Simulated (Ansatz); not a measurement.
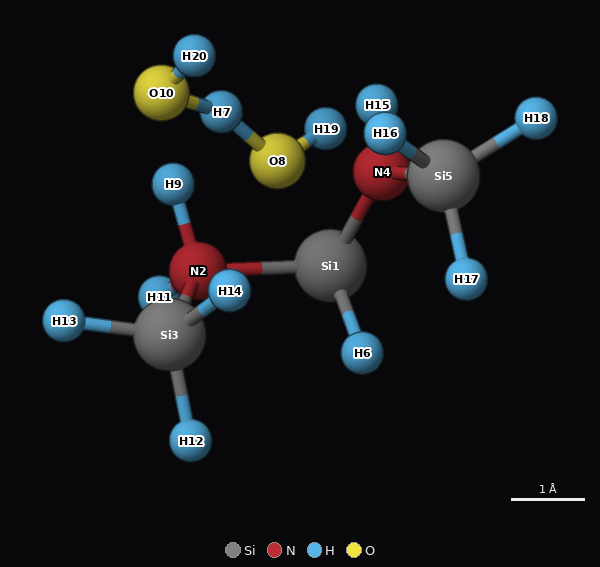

Fig. 1: The input geometry (ball-and-stick view, seen at a tilt; atoms are numbered from 1 in the order of the input). Bond lengths as drawn: H–N 1.02 to 1.24 Å, H–O 0.96 to 1.23 Å, H–Si 1.49 to 1.54 Å and N–Si 1.74 to 1.88 Å.

Frequency calculation of Si$_{3}$N$_{2}$H$_{13}$O$_{2}$

The run: frequency calculation of Si$_{3}$N$_{2}$H$_{13}$O$_{2}$, multiplicity 2. Method and program: UKS PBE0-D4/def2-SVP (Ansatz 0.2.0).

Figures and captions count atoms from 1; the log counts them from 0 in places.

Input file:
```yaml
crystal:
  periodic: [false, false, false]
  atoms:
    - {symbol: Si, position_ang: [0.169404, -1.068099, 0.884587]}
    - {symbol: N, position_ang: [1.495756, 0.007831, 0.109100]}
    - {symbol: Si, position_ang: [1.815837, -0.284798, -1.626101]}
    - {symbol: N, position_ang: [-1.371219, -0.350744, 0.454745]}
    - {symbol: Si, position_ang: [-2.470122, -0.723404, -0.843988]}
    - {symbol: H, position_ang: [0.212642, -2.181796, -0.178355]}
    - {symbol: H, position_ang: [0.423643, 1.422226, 1.880212]}
    - {symbol: O, position_ang: [0.383221, 0.350650, 2.452890]}
    - {symbol: H, position_ang: [1.119094, 1.157358, 0.364473]}
    - {symbol: O, position_ang: [0.661843, 2.217276, 0.970295]}
    - {symbol: H, position_ang: [2.348914, -0.054788, 0.672016]}
    - {symbol: H, position_ang: [2.419822, -1.630518, -1.833322]}
    - {symbol: H, position_ang: [2.762864, 0.763497, -2.109357]}
    - {symbol: H, position_ang: [0.513323, -0.166402, -2.335477]}
    - {symbol: H, position_ang: [-1.680441, 0.368641, 1.101934]}
    - {symbol: H, position_ang: [-2.498381, 0.347808, -1.895553]}
    - {symbol: H, position_ang: [-2.049132, -1.999590, -1.488470]}
    - {symbol: H, position_ang: [-3.869594, -0.856522, -0.328804]}
    - {symbol: H, position_ang: [-0.210973, 0.248269, 3.203655]}
    - {symbol: H, position_ang: [-0.176401, 2.433304, 0.545519]}
basis:
  gaussian: {orbitals: def2-SVP}
magnetization: {spin_polarized: true, initial_magnetization: 1}
hamiltonian: {xc: pbe0, dispersion: d4}
phonons: {}
scf: {lower_state_search: off}
```

Command:
```bash
ansatz run in.yaml --threads 4 --pin off --events-out ev --progress --plain --max-ram 46080MiB --backend cuda --devices 0, --max-vram 37GiB
```

Log:
```
Functional definition: PBE0
  name "PBE0"
  cite "Adamo & Barone, J. Chem. Phys. 110, 6158 (1999) doi:10.1063/1.478522"
  cite "Perdew, Burke & Ernzerhof, Phys. Rev. Lett. 77, 3865 (1996) doi:10.1103/PhysRevLett.77.3865"
  parent pbe
  parameter a = 0.25
  parameter kappa = 0.804
  parameter beta = 0.06672455060314922
  exchange = (1 - a)*pbe_x(kappa = kappa, mu = beta*pi^2/3) + a*exact_x
  correlation = pbe_c(beta = beta)
these checks for a lower state are left out or cut short: stability, starts, cluster_reference, orbital_swaps, neighbouring_geometries, increment
1845 factors; integrals over basis functions are off by at most 4.5e-4 eV
mean field evaluation 1: about -30875.8100 eV, gradient 5.8e1 eV
mean field evaluation 2: about -30858.8023 eV, gradient 8.5e1 eV
mean field evaluation 4: about -30888.4360 eV, gradient 4.0e0 eV
mean field evaluation 8: about -30888.5255 eV, gradient 4.5e-2 eV
mean field evaluation 16: about -30888.5255 eV, gradient 6.1e-5 eV
mean field -30888.52551795 eV, -1135.1323757901 hartree, gradient 2.1e-6 eV, S^2 0.752385; 0 other end points of the search recorded, 0 dependent functions left out
the calculation of the forces begins
reference -30888.52555518 eV, -1135.1323771581 hartree; 43, 42 occupied and 132, 133 virtual orbitals, 1845 factors
these checks for a lower state are left out or cut short: stability, starts, cluster_reference, orbital_swaps, neighbouring_geometries, increment
1845 factors; integrals over basis functions are off by at most 4.5e-4 eV
mean field -30888.52540840 eV, -1135.1323717642 hartree, gradient 2.7e-6 eV, S^2 0.752386; 0 other end points of the search recorded, 0 dependent functions left out
[... from here on the field's lines of each further geometry are left out, up to the last ...]
the calculation of the forces begins
reference -30888.52552105 eV, -1135.1323759038 hartree; 43, 42 occupied and 132, 133 virtual orbitals, 1845 factors
these checks for a lower state are left out or cut short: stability, starts, cluster_reference, orbital_swaps, neighbouring_geometries, increment
1845 factors; integrals over basis functions are off by at most 4.5e-4 eV
mean field -30888.52547676 eV, -1135.1323742762 hartree, gradient 1.7e-6 eV, S^2 0.752385; 0 other end points of the search recorded, 0 dependent functions left out
the calculation of the forces begins
reference -30888.52551399 eV, -1135.1323756444 hartree; 43, 42 occupied and 132, 133 virtual orbitals, 1845 factors
WARN: phonons: 3 modes above zero are rigid motions of the cell's bodies and no vibrations: the zero-point energy, free energy, entropy and heat capacity leave them out. With what each would have added to F at 1000 K, by the weight of its row in the mesh: 14.40 cm⁻¹ (-0.334 eV; rigid weight 0.603, of which rotation 0.603), 25.50 cm⁻¹ (-0.285 eV; rigid weight 0.985, of which rotation 0.985), 40.06 cm⁻¹ (-0.246 eV; rigid weight 0.909, of which rotation 0.909). A body is a set of atoms that hang together within twice the van der Waals contact; here: 20 atoms, out of reach of every periodic image. What nothing holds moves and turns at no cost, which is at zero frequency: what stands here is left by the forces on the atoms, the periodic images, the SCF threshold and the grid, and changes its size and its sign with the last two. The forces' share comes down as the geometry is relaxed further. The table is the vibrational part alone. If the cell is meant as a crystal, declare phonons.rigid_motions: translations: the three translations of the whole cell alone are then left out. The least rigid weight left out is 0.60273 and the largest kept is 0.40635. The rigid motions are mixed with soft vibrations: those modes' frequencies are not settled, nor the sums by as much as one such mode adds.
WARN: phonons: modes at or below zero, which the zero-point energy, F, S and C_V leave out: 1, the lowest at -1313.73 cm⁻¹. A minimum has none, and a first-order saddle one
Total energy: -30889.02851849 eV, -1135.1508607190 hartree
Atom 0 at     0.169404    -1.068099     0.884587 Å, force    -0.026813     0.343198     0.546880 eV/Å
Atom 1 at     1.495756     0.007831     0.109100 Å, force     0.088268     0.173406    -0.053324 eV/Å
Atom 2 at     1.815837    -0.284798    -1.626101 Å, force    -0.001724    -0.001781     0.007744 eV/Å
Atom 3 at    -1.371219    -0.350744     0.454745 Å, force    -0.022479     0.007264    -0.008187 eV/Å
Atom 4 at    -2.470122    -0.723404    -0.843988 Å, force     0.000911     0.007859     0.002644 eV/Å
Atom 5 at     0.212642    -2.181796    -0.178355 Å, force     0.004235    -0.000121    -0.000953 eV/Å
Atom 6 at     0.423643     1.422226     1.880212 Å, force     0.104394     0.143210    -0.325084 eV/Å
Atom 7 at     0.383221     0.350650     2.452890 Å, force    -0.051437    -0.181434    -0.610846 eV/Å
Atom 8 at     1.119094     1.157358     0.364473 Å, force    -0.118560     0.266401     0.186201 eV/Å
Atom 9 at     0.661843     2.217276     0.970295 Å, force     0.028070    -0.747455     0.251024 eV/Å
Atom 10 at     2.348914    -0.054788     0.672016 Å, force     0.003175    -0.004171     0.000299 eV/Å
Atom 11 at     2.419822    -1.630518    -1.833322 Å, force    -0.001464     0.001897    -0.000115 eV/Å
Atom 12 at     2.762864     0.763497    -2.109357 Å, force     0.001091     0.000602     0.001482 eV/Å
Atom 13 at     0.513323    -0.166402    -2.335477 Å, force    -0.000530     0.002103    -0.002963 eV/Å
Atom 14 at    -1.680441     0.368641     1.101934 Å, force    -0.011927    -0.000910    -0.004159 eV/Å
Atom 15 at    -2.498381     0.347808    -1.895553 Å, force     0.000961    -0.005430     0.004388 eV/Å
Atom 16 at    -2.049132    -1.999590    -1.488470 Å, force     0.001469    -0.000532     0.001565 eV/Å
Atom 17 at    -3.869594    -0.856522    -0.328804 Å, force    -0.003462    -0.001562     0.003044 eV/Å
Atom 18 at    -0.210973     0.248269     3.203655 Å, force    -0.001469    -0.002280    -0.000036 eV/Å
Atom 19 at    -0.176401     2.433304     0.545519 Å, force     0.007291    -0.000263     0.000396 eV/Å
Dipole moment:    -0.002496     0.113810     0.019212 e Å
Vibrations: -1313.73 11.27 58.33 72.86 137.31 138.66 158.89 183.92 224.08 233.29 290.73 297.76 353.21 437.58 464.94 545.94 558.59 601.42 611.25 625.22 671.53 695.98 711.43 729.75 762.86 802.81 855.93 863.58 888.60 925.14 928.41 930.45 947.33 955.58 957.33 993.61 1102.51 1175.95 1335.27 1415.49 1529.57 1656.80 1803.49 1952.75 2187.67 2216.57 2241.58 2257.16 2260.45 2274.56 3527.85 3624.16 3882.89 3904.88 cm⁻¹, zero-point energy 3.717984 eV
Checks for a lower state left out: stability, starts, cluster_reference, orbital_swaps, neighbouring_geometries, increment
```

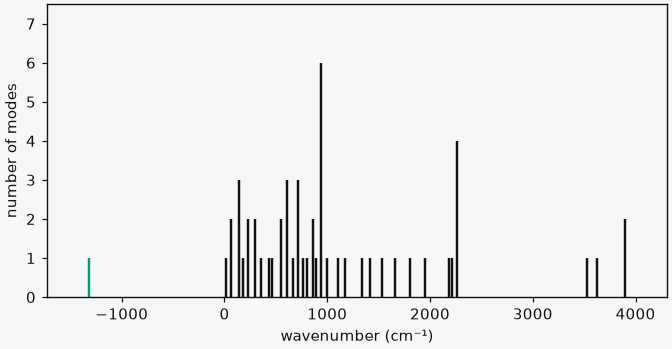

Fig. 2: Harmonic vibrational wavenumbers from the force constants; neighbouring modes closer than 24 cm⁻¹ are counted in one stick, and imaginary ones are drawn at negative wavenumbers. 54 modes from 1314i to 3905 cm⁻¹, 1 imaginary beyond 8i (1314i cm⁻¹): a first-order saddle point, if the geometry is stationary.

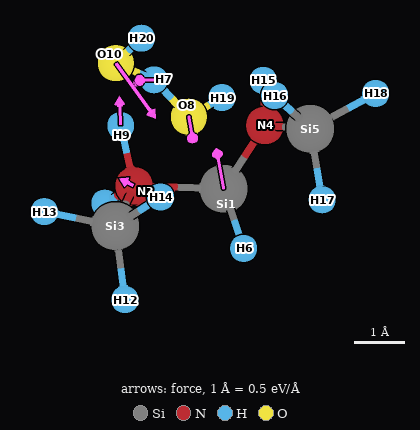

Fig. 3: Forces on the atoms as pink arrows (ball-and-stick view, seen at a tilt; atoms are numbered from 1 in the order of the input); the smallest are left out. The largest act on O10 (0.79 eV/Å); Si1 (0.65 eV/Å); O8 (0.64 eV/Å); H7 (0.37 eV/Å), among others. The geometry is not a stationary point of this energy.

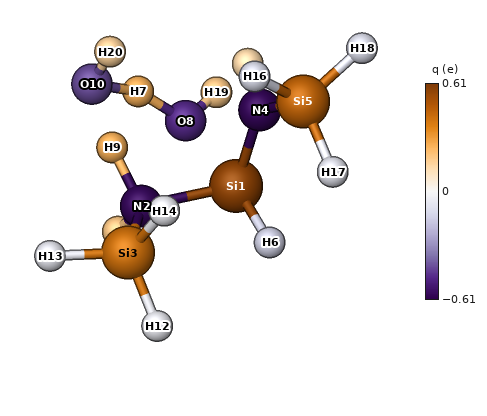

Fig. 4: Mulliken charges, as the colour of each atom (ball-and-stick view, seen at a tilt; atoms are numbered from 1 in the order of the input; Mulliken charges depend strongly on the basis). By element: Si +0.41 to +0.56, N −0.58, H −0.13 to +0.26 and O −0.48 to −0.42 e.

Key numbers:

```tsv
quantity	value
outcome	converged
total energy	−30889.0285 eV
mean-field energy	−30888.5256 eV
dispersion energy	−0.5030 eV
⟨S²⟩	0.752
largest force (length of the vector)	0.789 eV/Å
dipole moment	0.55 D
hardware	4 CPU threads, shared host
wall time	4.3 min (CPU time 5.7 min)
peak memory	1 GiB
```
